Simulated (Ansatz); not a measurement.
Run report: CHOSi (charge −1), geometry relaxation

CHOSi, charge −1, computed with RKS PBE0-D4/def2-TZVPD (Ansatz 0.2.0).

Figures and captions count atoms from 1; the log counts them from 0 in places.

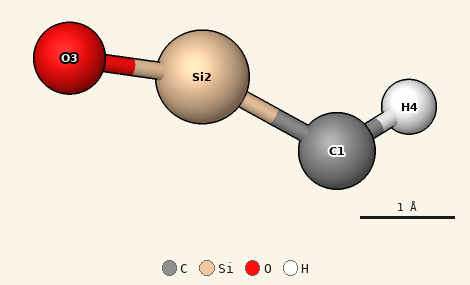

Fig. 1: The input geometry (ball-and-stick view, seen at a tilt; atoms are numbered from 1 in the order of the input). Bond lengths as drawn: C–H 1.11 Å, C–Si 1.70 Å and O–Si 1.59 Å.

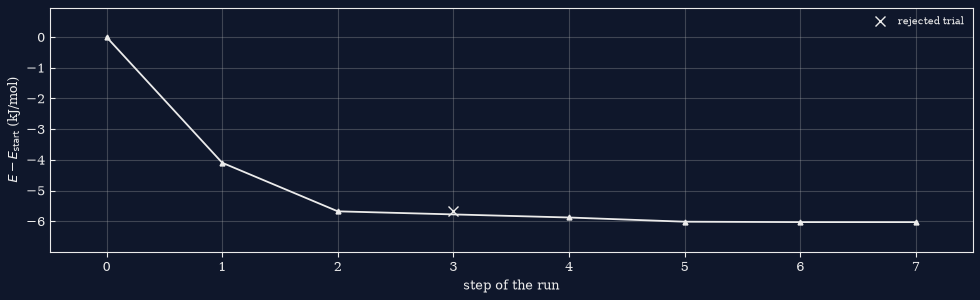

Fig. 2: Progress of the relaxation, step by step (the first geometry is step 0 here and step 1 in the log).

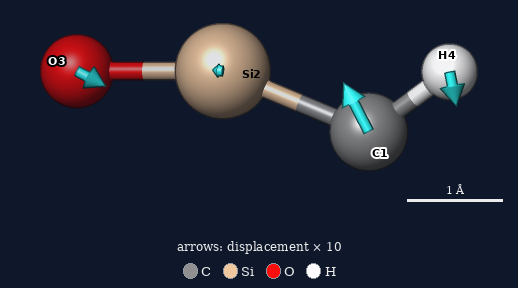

Fig. 3: The starting structure with the displacements as teal arrows, magnified 10 times (ball-and-stick view, seen at a tilt). The two geometries are laid on each other by the best rigid fit. After 7 geometry steps the energy has fallen by 6.03 kJ/mol. Largest force component: 1.9 eV/Å at the start, 0.0019 eV/Å at the end. The line search rejected the trial step at point 3 (counted from 0) and went back. The largest move after the best rigid fit is that of C1, 0.059 Å. Largest moves by element: C 0.059 Å, H 0.038 Å, O 0.036 Å, Si 0.012 Å. Distances before and after: Si2–O3 1.591 → 1.547 Å, C1–Si2 1.695 → 1.663 Å, C1–H4 1.108 → 1.086 Å. Among the angles that change: Si2–C1–H4 122.4° → 128.8°. (Atoms are counted from 1 in the order of the input.)

The input and output of the run follow.

Input file
```yaml
crystal:
  periodic: [false, false, false]
  atoms:
    - {symbol: C, position_ang: [0.504632, 0.932441, -0.142727]}
    - {symbol: Si, position_ang: [-0.177949, -0.600852, 0.095862]}
    - {symbol: O, position_ang: [-0.214362, -2.169329, 0.357403]}
    - {symbol: H, position_ang: [-0.112322, 1.837739, -0.310537]}
basis:
  gaussian: {orbitals: def2-TZVPD}
total_charge: -1
hamiltonian: {xc: pbe0, dispersion: d4}
relax: {f_tol: 0.005, max_steps: 200}
```

Command:
```bash
ansatz run in.yaml --threads 2 --pin off --events-out ev --progress --plain --max-ram 4352MiB
```

Output
```
Functional definition: PBE0
  name "PBE0"
  cite "Adamo & Barone, J. Chem. Phys. 110, 6158 (1999) doi:10.1063/1.478522"
  cite "Perdew, Burke & Ernzerhof, Phys. Rev. Lett. 77, 3865 (1996) doi:10.1103/PhysRevLett.77.3865"
  parent pbe
  parameter a = 0.25
  parameter kappa = 0.804
  parameter beta = 0.06672455060314922
  exchange = (1 - a)*pbe_x(kappa = kappa, mu = beta*pi^2/3) + a*exact_x
  correlation = pbe_c(beta = beta)
705 factors; their error is unknown
mean field evaluation 1: about -10964.6382 eV, gradient 4.7e1 eV
mean field evaluation 2: about -10930.8292 eV, gradient 9.8e1 eV
mean field evaluation 4: about -10970.6546 eV, gradient 1.5e1 eV
mean field evaluation 8: about -10971.0739 eV, gradient 1.0e-1 eV
mean field evaluation 16: about -10971.0854 eV, gradient 3.1e-4 eV
mean field -10971.08541970 eV, -403.1799527054 hartree, gradient 5.2e-5 eV, S^2 0.000000; 0 other end points of the search recorded, 0 dependent functions left out
the calculation of the forces begins
reference -10971.08544914 eV, -403.1799537873 hartree; 15, 15 occupied and 114, 114 virtual orbitals, 705 factors
relax step   1: F+E_penalty+E_count = -10971.15403343 eV  Δ(F+E_penalty+E_count) = +0.000e0 eV  max|allowed force component| = 1.868e0 eV/Å  Δτ_max = 0.0000 Å  (31 SCF iters, accepted)
these checks for a lower state are left out or cut short: starts, cluster_reference, orbital_swaps, neighbouring_geometries, increment
705 factors; their error is unknown
mean field -10971.12755068 eV, -403.1815009902 hartree, gradient 2.2e-5 eV, S^2 0.000000; 0 other end points of the search recorded, 0 dependent functions left out
the calculation of the forces begins
reference -10971.12758024 eV, -403.1815020763 hartree; 15, 15 occupied and 114, 114 virtual orbitals, 705 factors
relax step   2: F+E_penalty+E_count = -10971.19646287 eV  Δ(F+E_penalty+E_count) = -4.243e-2 eV  max|allowed force component| = 1.021e0 eV/Å  Δτ_max = 0.0231 Å  (36 SCF iters, accepted)
these checks for a lower state are left out or cut short: starts, cluster_reference, orbital_swaps, neighbouring_geometries, increment
705 factors; their error is unknown
mean field evaluation 32: about -10971.1436 eV, gradient 1.7e-3 eV
mean field -10971.14363873 eV, -403.1820922152 hartree, gradient 2.3e-5 eV, S^2 0.000000; 0 other end points of the search recorded, 0 dependent functions left out
the calculation of the forces begins
reference -10971.14366840 eV, -403.1820933055 hartree; 15, 15 occupied and 114, 114 virtual orbitals, 705 factors
relax step   3: F+E_penalty+E_count = -10971.21286738 eV  Δ(F+E_penalty+E_count) = -1.640e-2 eV  max|allowed force component| = 1.515e-1 eV/Å  Δτ_max = 0.0218 Å  (35 SCF iters, accepted)
these checks for a lower state are left out or cut short: starts, cluster_reference, orbital_swaps, neighbouring_geometries, increment
705 factors; their error is unknown
mean field -10971.14354362 eV, -403.1820887197 hartree, gradient 2.1e-5 eV, S^2 0.000000; 0 other end points of the search recorded, 0 dependent functions left out
the calculation of the forces begins
reference -10971.14357338 eV, -403.1820898137 hartree; 15, 15 occupied and 114, 114 virtual orbitals, 705 factors
relax step   4: F+E_penalty+E_count = -10971.21275039 eV  Δ(F+E_penalty+E_count) = +1.170e-4 eV  max|allowed force component| = 2.270e-1 eV/Å  Δτ_max = 0.0197 Å  (34 SCF iters, rejected (line search))
these checks for a lower state are left out or cut short: starts, cluster_reference, orbital_swaps, neighbouring_geometries, increment
705 factors; their error is unknown
mean field -10971.14576993 eV, -403.1821705353 hartree, gradient 2.0e-5 eV, S^2 0.000000; 0 other end points of the search recorded, 0 dependent functions left out
the calculation of the forces begins
reference -10971.14579960 eV, -403.1821716256 hartree; 15, 15 occupied and 114, 114 virtual orbitals, 705 factors
relax step   5: F+E_penalty+E_count = -10971.21494883 eV  Δ(F+E_penalty+E_count) = -2.081e-3 eV  max|allowed force component| = 6.851e-2 eV/Å  Δτ_max = 0.0097 Å  (35 SCF iters, accepted)
these checks for a lower state are left out or cut short: starts, cluster_reference, orbital_swaps, neighbouring_geometries, increment
705 factors; their error is unknown
mean field -10971.14722876 eV, -403.1822241463 hartree, gradient 2.2e-5 eV, S^2 0.000000; 0 other end points of the search recorded, 0 dependent functions left out
the calculation of the forces begins
reference -10971.14725833 eV, -403.1822252328 hartree; 15, 15 occupied and 114, 114 virtual orbitals, 705 factors
relax step   6: F+E_penalty+E_count = -10971.21636868 eV  Δ(F+E_penalty+E_count) = -1.420e-3 eV  max|allowed force component| = 3.390e-2 eV/Å  Δτ_max = 0.0221 Å  (34 SCF iters, accepted)
these checks for a lower state are left out or cut short: starts, cluster_reference, orbital_swaps, neighbouring_geometries, increment
705 factors; their error is unknown
mean field evaluation 64: about -10971.1474 eV, gradient 2.1e-5 eV
mean field -10971.14735621 eV, -403.1822288300 hartree, gradient 2.1e-5 eV, S^2 0.000000; 0 other end points of the search recorded, 0 dependent functions left out
the calculation of the forces begins
reference -10971.14738572 eV, -403.1822299143 hartree; 15, 15 occupied and 114, 114 virtual orbitals, 705 factors
relax step   7: F+E_penalty+E_count = -10971.21650350 eV  Δ(F+E_penalty+E_count) = -1.348e-4 eV  max|allowed force component| = 1.546e-2 eV/Å  Δτ_max = 0.0079 Å  (35 SCF iters, accepted)
these checks for a lower state are left out or cut short: starts, cluster_reference, orbital_swaps, neighbouring_geometries, increment
705 factors; their error is unknown
mean field -10971.14736226 eV, -403.1822290523 hartree, gradient 2.6e-5 eV, S^2 0.000000; 0 other end points of the search recorded, 0 dependent functions left out
the calculation of the forces begins
reference -10971.14739177 eV, -403.1822301368 hartree; 15, 15 occupied and 114, 114 virtual orbitals, 705 factors
relax step   8: F+E_penalty+E_count = -10971.21650866 eV  Δ(F+E_penalty+E_count) = -5.163e-6 eV  max|allowed force component| = 1.868e-3 eV/Å  Δτ_max = 0.0011 Å  (25 SCF iters, accepted)
705 factors; their error is unknown
mean field -10971.14736226 eV, -403.1822290523 hartree, gradient 2.6e-5 eV, S^2 0.000000; 1 other end points of the search recorded, 0 dependent functions left out
the calculation of the forces begins
reference -10971.14739177 eV, -403.1822301368 hartree; 15, 15 occupied and 114, 114 virtual orbitals, 705 factors
Total energy: -10971.21653817 eV, -403.1847712201 hartree
Atom 0 at     0.451022     0.907896    -0.140035 Å, force     0.000418    -0.001868     0.000324 eV/Å
Atom 1 at    -0.179363    -0.612690     0.097807 Å, force     0.000146     0.001242    -0.000204 eV/Å
Atom 2 at    -0.197001    -2.138399     0.352685 Å, force     0.000086    -0.000157     0.000029 eV/Å
Atom 3 at    -0.074659     1.843192    -0.310455 Å, force    -0.000650     0.000782    -0.000148 eV/Å
Dipole moment:    -0.275246    -0.093821     0.008432 e Å
```

Trajectory as extended XYZ (Å, eV, eV/Å), 8 frames, from step=1 to step=8
```
4
Properties=species:S:1:pos:R:3:forces:R:3 step=1 energy=-10971.15403
C     0.5046    0.9324   -0.1427   -0.6223  -0.2237   0.0210
Si   -0.1779   -0.6009    0.0959    0.2412  -1.2110   0.2090
O    -0.2144   -2.1693    0.3574    0.0560   1.8676  -0.3111
H    -0.1123    1.8377   -0.3105    0.3251  -0.4330   0.0810
4
Properties=species:S:1:pos:R:3:forces:R:3 step=2 energy=-10971.19646
C     0.4978    0.9242   -0.1415   -0.3409  -0.2024   0.0249
Si   -0.1787   -0.5993    0.0956    0.1839  -0.7138   0.1243
O    -0.2105   -2.1468    0.3537    0.0095   1.0213  -0.1707
H    -0.1086    1.8219   -0.3078    0.1475  -0.1052   0.0215
4
Properties=species:S:1:pos:R:3:forces:R:3 step=3 energy=-10971.21287
C     0.4851    0.9130   -0.1400   -0.1349  -0.0225   0.0002
Si   -0.1780   -0.6036    0.0963    0.0978   0.1441  -0.0215
O    -0.2059   -2.1258    0.3503   -0.0270  -0.1515   0.0246
H    -0.1012    1.8164   -0.3067    0.0640   0.0300  -0.0033
4
Properties=species:S:1:pos:R:3:forces:R:3 step=4 energy=-10971.21275 accepted=F
C     0.4838    0.9159   -0.1405   -0.0720  -0.0151   0.0006
Si   -0.1585   -0.6062    0.0972   -0.0240   0.2270  -0.0383
O    -0.2181   -2.1259    0.3501    0.0301  -0.2224   0.0379
H    -0.1073    1.8162   -0.3068    0.0658   0.0105  -0.0001
4
Properties=species:S:1:pos:R:3:forces:R:3 step=5 energy=-10971.21495
C     0.4755    0.9131   -0.1403   -0.0685  -0.0351   0.0041
Si   -0.1718   -0.6065    0.0970    0.0266   0.0528  -0.0081
O    -0.2077   -2.1307    0.3511    0.0042  -0.0476   0.0081
H    -0.0960    1.8241   -0.3078    0.0377   0.0299  -0.0040
4
Properties=species:S:1:pos:R:3:forces:R:3 step=6 energy=-10971.21637
C     0.4572    0.9096   -0.1402   -0.0339  -0.0022  -0.0005
Si   -0.1756   -0.6119    0.0978   -0.0006   0.0219  -0.0037
O    -0.2009   -2.1376    0.3525    0.0094   0.0091  -0.0013
H    -0.0807    1.8399   -0.3101    0.0251  -0.0288   0.0055
4
Properties=species:S:1:pos:R:3:forces:R:3 step=7 energy=-10971.21650
C     0.4500    0.9076   -0.1400    0.0072   0.0080  -0.0011
Si   -0.1796   -0.6127    0.0978   -0.0043  -0.0155   0.0025
O    -0.1966   -2.1386    0.3527   -0.0004   0.0050  -0.0008
H    -0.0738    1.8438   -0.3105   -0.0025   0.0025  -0.0005
4
Properties=species:S:1:pos:R:3:forces:R:3 step=8 energy=-10971.21651
C     0.4510    0.9079   -0.1400    0.0004  -0.0019   0.0003
Si   -0.1794   -0.6127    0.0978    0.0001   0.0012  -0.0002
O    -0.1970   -2.1384    0.3527    0.0001  -0.0002   0.0000
H    -0.0747    1.8432   -0.3105   -0.0006   0.0008  -0.0001
```

Results in brief

```csv
quantity,value
outcome,converged
total energy,−10971.2165 eV
mean-field energy,−10971.1474 eV
dispersion energy,−0.0691 eV
SCF solution under orbital rotations,stable
largest force (length of the vector) at the end,0.002 eV/Å
hardware,"2 threads of Arm Neoverse V2, 23 GiB of memory available, shared host"
wall time,12 s (CPU time 21 s)
peak memory,0.19 GiB
```
